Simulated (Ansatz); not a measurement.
# CHFO (SMILES O=CF) at 6 levels

Wanted: a comparison of 6 runs (BLYP/STO-3G, PBE0/STO-3G, UB3LYP/STO-3G, wB97X/STO-3G, CCSDT/STO-3G, FCI/STO-3G) of CHFO. 

The calculation is run with Ansatz 0.2.0.

62 further runs of the same task are left out: 2 that didn't finish, 60 set aside as unsound or not needed.

### Step 1. The molecule

CHFO has 4 atoms, charge 0, and is taken as a singlet. As SMILES, `O=CF`. The H4–C2 distance was set to 2.742 Å, away from the relaxed value. At this shape a bond of the SMILES string is far longer than usual.

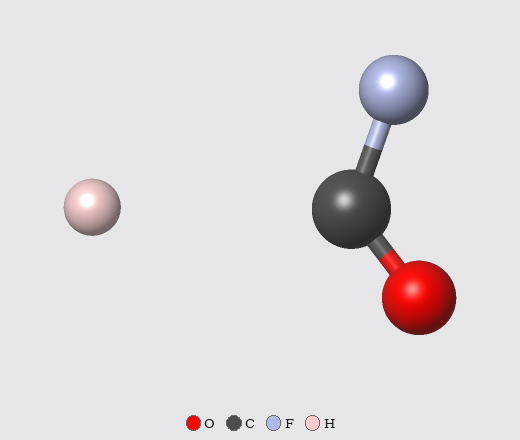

The structure, seen from a chosen angle (oxygen red, carbon dark grey, fluorine light blue, hydrogen pink).

### Step 2. A single-point energy at BLYP/STO-3G (run 1)

The input, job.yaml:

```yaml
basis:
  gaussian:
    orbitals: STO-3G
crystal:
  periodic: [false, false, false]
  atoms:
    - symbol: O
      position_ang: [-1.484734, -0.932189, 1.861467]
    - symbol: C
      position_ang: [-0.641794, -1.065849, 1.055347]
    - symbol: F
      position_ang: [-0.010194, -2.225179, 0.851907]
    - symbol: H
      position_ang: [0.350540, 0.823120, -0.667550]
hamiltonian:
  xc: {name: BLYP}
accuracy: high
```

On the command line:

```sh
$ ansatz run job.yaml --threads 1 --pin off --max-ram 3480MiB --events-out events.jsonl --progress --plain --runs-dir runs
```

What it wrote:

```text
Warning: RAYON_NUM_THREADS=1 ignored (pool sized by the plan → 1); use --threads N
Functional definition: BLYP
  name "BLYP"
  parameter beta = 0.0042
  parameter a = 0.04918
  parameter b = 0.132
  parameter c = 0.2533
  parameter d = 0.349
  exchange = b88_x(beta = beta)
  correlation = lyp_c(a = a, b = b, c = c, d = d)
273 factors; integrals over basis functions are off by at most 4.2e-8 eV
mean field evaluation 1: about -5718.6084 eV, gradient 2.7e1 eV
mean field evaluation 2: about -5702.0836 eV, gradient 7.6e1 eV
mean field evaluation 4: about -5718.0397 eV, gradient 1.5e1 eV
mean field evaluation 8: about -5728.2062 eV, gradient 1.8e-1 eV
mean field evaluation 16: about -5725.6149 eV, gradient 7.9e0 eV
mean field -5728.20634889 eV, -210.5077006041 hartree, gradient 1.9e-8 eV, S^2 0.000000; 0 other end points of the search recorded, 0 dependent functions left out
reference -5728.20637694 eV, -210.5077016348 hartree; 12, 12 occupied and 4, 4 virtual orbitals, 273 factors
Total energy: -5728.20637694 eV, -210.5077016348 hartree
```

Wall time 0.91 s (1 thread of Intel Xeon Platinum 8259CL at 2.50GHz (Skylake/Cascade Lake), shared host).

### Step 3. A single-point energy at PBE0/STO-3G (run 2)

The input, molecule.yaml:

```yaml
crystal:
  periodic: [false, false, false]
  atoms:
    - {symbol: O, position_ang: [-1.484734, -0.932189, 1.861467]}
    - {symbol: C, position_ang: [-0.641794, -1.065849, 1.055347]}
    - {symbol: F, position_ang: [-0.010194, -2.225179, 0.851907]}
    - {symbol: H, position_ang: [0.350540, 0.823120, -0.667550]}
basis:
  gaussian:
    orbitals: STO-3G
hamiltonian:
  xc: pbe0
accuracy: high
```

On the command line:

```sh
$ ansatz run molecule.yaml --threads 1 --pin off --max-ram 3480MiB --events-out events.jsonl --progress --plain --runs-dir runs
```

What it wrote:

```text
Warning: RAYON_NUM_THREADS=1 ignored (pool sized by the plan → 1); use --threads N
Functional definition: PBE0
  name "PBE0"
  parameter a = 0.25
  parameter kappa = 0.804
  parameter beta = 0.06672455060314922
  exchange = (1 - a)*pbe_x(kappa = kappa, mu = beta*pi^2/3) + a*exact_x
  correlation = pbe_c(beta = beta)
273 factors; integrals over basis functions are off by at most 4.2e-8 eV
mean field evaluation 1: about -5715.3340 eV, gradient 3.1e1 eV
mean field evaluation 2: about -5706.6360 eV, gradient 5.3e1 eV
mean field evaluation 4: about -5715.8046 eV, gradient 1.9e1 eV
mean field evaluation 8: about -5721.8411 eV, gradient 1.6e1 eV
mean field evaluation 16: about -5723.7636 eV, gradient 1.1e-8 eV
mean field -5723.76362651 eV, -210.3444335678 hartree, gradient 1.2e-8 eV, S^2 0.000000; 0 other end points of the search recorded, 0 dependent functions left out
reference -5723.76362742 eV, -210.3444336012 hartree; 12, 12 occupied and 4, 4 virtual orbitals, 273 factors
Total energy: -5723.76362742 eV, -210.3444336012 hartree
```

Run time: 1 s. Hardware: 1 thread of Intel Xeon Platinum 8259CL at 2.50GHz (Skylake/Cascade Lake), shared host.

Run 3 isn't shown in full; the table further down has it.

### Step 4. The energy at wB97X/STO-3G (run 4)

The input, molecule.yaml:

```yaml
crystal:
  periodic: [false, false, false]
  atoms:
    - symbol: O
      position_ang: [-1.484734, -0.932189, 1.861467]
    - symbol: C
      position_ang: [-0.641794, -1.065849, 1.055347]
    - symbol: F
      position_ang: [-0.010194, -2.225179, 0.851907]
    - symbol: H
      position_ang: [0.350540, 0.823120, -0.667550]
basis:
  gaussian:
    orbitals: STO-3G
hamiltonian:
  xc: {name: wB97X}
accuracy: high
```

On the command line:

```sh
$ ansatz run molecule.yaml --threads 1 --pin off --max-ram 3480MiB --events-out events.jsonl --progress --plain --runs-dir runs
```

What it wrote, shortened:

```text
Warning: RAYON_NUM_THREADS=1 ignored (pool sized by the plan → 1); use --threads N
Functional definition: wB97X
  name "wB97X"
[...]
      + exact_x_lr(omega)
[...]
      + integral(e_c_pw_opposite_spin*poly(b97_u_opposite, 1, cos1, cos2, cos3, cos4))
273 factors; integrals over basis functions are off by at most 4.2e-8 eV
121 factors; integrals over basis functions are off by at most 6.9e-10 eV
[...]
mean field -5727.52567930 eV, -210.4826864580 hartree, gradient 9.4e-8 eV, S^2 0.000000; 0 other end points of the search recorded, 0 dependent functions left out
reference -5727.52567817 eV, -210.4826864166 hartree; 12, 12 occupied and 4, 4 virtual orbitals, 273 factors
Total energy: -5727.52567817 eV, -210.4826864166 hartree
```

Wall time 4.5 s (1 thread of Intel Xeon Platinum 8259CL at 2.50GHz (Skylake/Cascade Lake), shared host); peak memory 0.21 GiB.

Run 5 isn't shown in full; the table further down has it.

### Step 5. A single-point energy at FCI/STO-3G (run 6)

The input, in.yaml:

```yaml
crystal:
  periodic: [false, false, false]
  atoms:
    - {symbol: O, position_ang: [-1.484734, -0.932189, 1.861467]}
    - {symbol: C, position_ang: [-0.641794, -1.065849, 1.055347]}
    - {symbol: F, position_ang: [-0.010194, -2.225179, 0.851907]}
    - {symbol: H, position_ang: [0.350540, 0.823120, -0.667550]}
basis:
  gaussian:
    orbitals: STO-3G
correlation:
  method: fci
  frozen_orbitals: {C: 1, F: 1, H: 0, O: 1}
accuracy: high
```

On the command line:

```sh
$ ansatz run in.yaml --threads 1 --pin off --max-ram 3480MiB --events-out events.jsonl --progress --plain --runs-dir runs
```

What it wrote, shortened:

```text
Warning: RAYON_NUM_THREADS=1 ignored (pool sized by the plan → 1); use --threads N
Functional definition: HF
  name "HF"
[...]
273 factors; integrals over basis functions are off by at most 4.2e-8 eV
[...]
mean field -5700.56747415 eV, -209.4919906917 hartree, gradient 2.3e-8 eV, S^2 0.000000; 1 other end points of the search recorded, 0 dependent functions left out; unrestricted orbitals would lower it
[...]
unrestricted determinant -5705.61087507 eV, -209.6773322569 hartree, S^2 1.0504
3 core orbitals not correlated: weight in the atoms' cores, before any rotation towards them, 1.000 or more for the frozen orbitals, at most 0.000 for the correlated occupied ones
reference -5700.56747415 eV, -209.4919906917 hartree; 9, 9 occupied and 4, 4 virtual orbitals, 273 factors
state -5709.95182993 eV, -209.8368594054 hartree
Total energy: -5709.95182993 eV, -209.8368594054 hartree
```

Wall time 1.8 s (1 thread of Intel Xeon Platinum 8259CL at 2.50GHz (Skylake/Cascade Lake), shared host); peak memory 0.11 GiB.

### Step 6. Overview of the runs

| run | level | frozen core orbitals | energy (Eh) | wall time |
| --- | --- | --- | --- | --- |
| 1 | BLYP/STO-3G | – | -210.507702 | 0.91 s |
| 2 | PBE0/STO-3G | – | -210.344434 | 1 s |
| 3 | UB3LYP/STO-3G | – | -210.583345 | 4.5 s |
| 4 | wB97X/STO-3G | – | -210.482686 | 4.5 s |
| 5 | CCSDT/STO-3G | 3 | -209.835126 | 0.69 s |
| 6 | FCI/STO-3G | 3 | -209.836859 | 1.8 s |

### Step 7. Summary of results

```
                                          quantity          value
                               run 6: total energy  -209.83686 Eh
run 6: correlation energy (3 core orbitals frozen)     -344.9 mEh
```

**Reading.** Against full CI in this basis: CCSDT +1.7 mEh. Totals of different functionals can't be ranked against each other. In run 5 the log says that unrestricted orbitals would lower the reference, so the values rest on an unstable closed-shell determinant (other closed-shell runs at this shape may share the fault). In runs 1, 2, 3, 4, 5, 6 the basis is minimal, so the values are rough. In runs 1, 2, 4 a closed-shell determinant meets a far-stretched bond, which it describes badly. Spin contamination of the reference: run 3 ⟨S²⟩ = 0.95. Where it is this large, the reference is a mixture of spin states, and values that rest on it are in doubt. All runs together took 13 s, the longest 4.5 s.
